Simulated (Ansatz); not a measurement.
AlBH4O (SMILES B=[O+][AlH3-])

Input

```
crystal:
  periodic: [false, false, false]
  atoms:
    - {symbol: Al, position_ang: [1.218358, 0.180869, -0.543728]}
    - {symbol: B, position_ang: [-1.073064, -0.058931, 1.678720]}
    - {symbol: O, position_ang: [-0.214236, 0.031333, 0.844904]}
    - {symbol: H, position_ang: [0.910486, 1.667864, -1.039895]}
    - {symbol: H, position_ang: [2.486100, -0.043561, 0.402134]}
    - {symbol: H, position_ang: [-1.910674, -0.146969, 2.491983]}
    - {symbol: H, position_ang: [0.763118, -1.029086, -1.482287]}
basis:
  gaussian:
    orbitals: def2-TZVPD
hamiltonian:
  xc: pbe0
output: {forces: true, orbitals: {seedname: orbitals}}
```

Launched as:

```sh
ansatz run input.yaml --threads 2 --pin off --max-ram 4350MiB --events-out events.jsonl --progress --plain --runs-dir runs
```

Geometry: PBE0-D4/def2-TZVP.

The calculation used isolated molecule in a Gaussian basis; Kohn-Sham density functional theory, functional PBE0 (Ansatz).

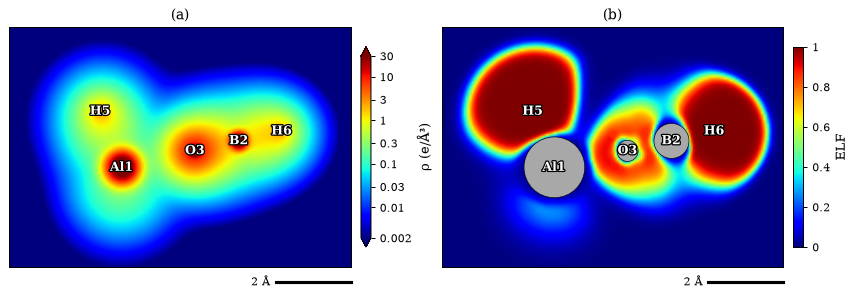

Figure 1. (a) total electron density; (b) ELF on the plane of atoms O3, Al1 and H5. Grey discs cover the atomic cores in the ELF map.

Question: Interpret the plot.

Answer:
- The plane passes through Al, B, O and H nuclei.
- B–O (1.20 Å): ρ at the midpoint is about 3.1 e/Å³; the ELF peaks at about 0.85 between the atoms: a polar covalent bond.
- Al–O (2.00 Å): the density is about 0.39 e/Å³ at the midpoint; the ELF peaks at about 0.90 in the valence shell of O, 0.6 Å from its nucleus, and is about 0.45 at the midpoint.
- B–H (1.17 Å): ρ at the midpoint is about 1.4 e/Å³; the ELF climbs to about 1 towards the hydrogen, as it does in any bond to H; a covalent bond by its length.
- Al–H (1.60 Å): ρ at the midpoint is about 0.53 e/Å³; the ELF climbs to about 1 towards the hydrogen.
- The ELF also peaks beside O3, away from the bonds: lone-pair regions.

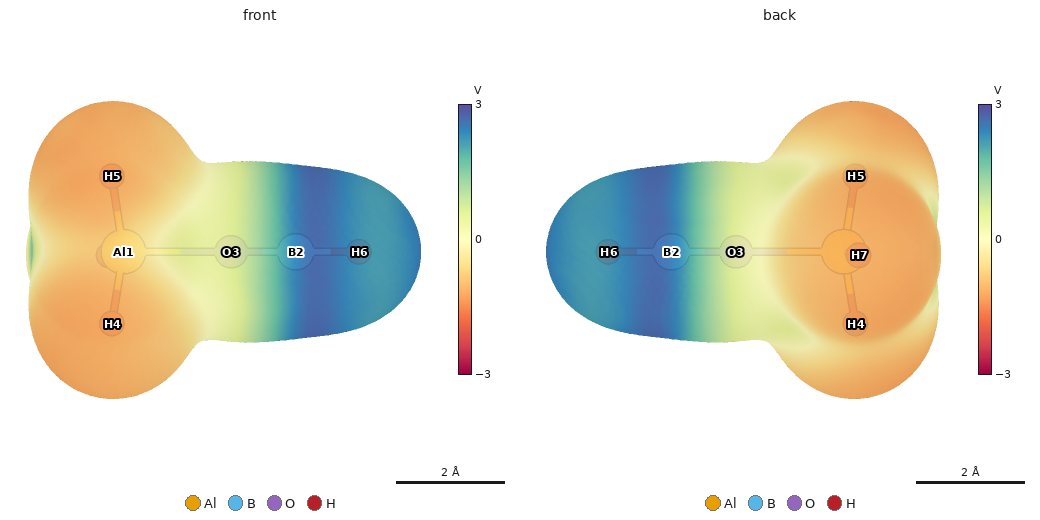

Figure 2. The molecular electrostatic potential painted on the density surface at 0.002 e/bohr³, seen from the front and from behind; red is negative and blue positive.

Question: Where is the surface potential most negative and most positive?

Answer: The most negative region (about −1.2 V, or −28 kcal/mol for a unit charge) lies over H4, H5 and H7, the most positive (about +2.7 V, or +62 kcal/mol for a unit charge) over B2.

Question: What dipole moment does the calculation give?

Answer: Its dipole moment is 6.62 D.

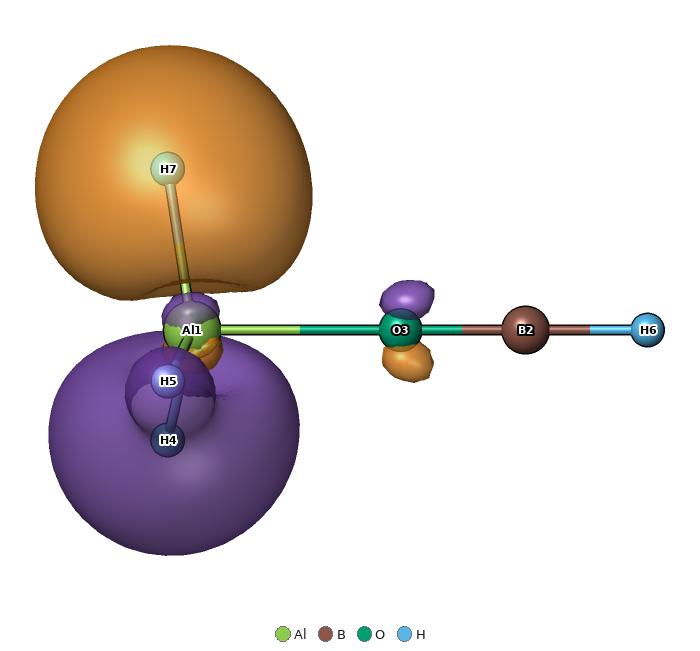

Figure 3. The HOMO at ±0.1 Å⁻³ᐟ² (orange and purple are the two phases), seen from one side.

Question: Where does this orbital lie, and at what energy?

Answer: It lies mainly on H7 (about 35 %), Al1 (about 35 %) and H4 (about 25 %). It is one of a degenerate set, so its orientation is arbitrary. Its energy is −7.33 eV.
